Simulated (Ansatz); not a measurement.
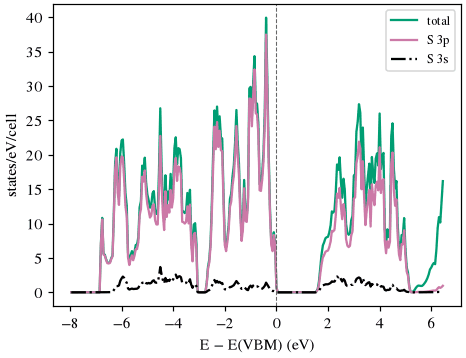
Figure: Total and projected density of states of S (S12-ring, space group No. 58), LDA (plane waves, PAW; program Ansatz)

Which orbitals carry the states next to the gap?

Top 1 eV of the valence band: S 3p 94 %. Bottom 1 eV of the conduction band: S 3p 76 %, S 3s 13 %, outside the projected shells 10 %. Projections are on Löwdin-orthogonalised atomic valence shells; empty p or d shells of many metals are not among them.

Where is the tallest occupied peak in this window, and what makes it?

Near -0.4 eV, about 40 states/eV per cell; the largest projected share is S 3p.

Space group Pnnm (S12-ring). The first step of the workflow began from a Materials Project structure, measured or hypothetical; the Crystallography Open Database files this formula in space group No. 58, but the cells were not matched. It is not the phase usual at ambient conditions (space group No. 70). The LDA relaxation kept the symmetry of its start; its stability against distortions is not shown here. A crystal of weakly bound molecules computed without a dispersion correction: the cell and the soft elastic constants depend strongly on that.

Potentials: the later of the program's two PAW sets.
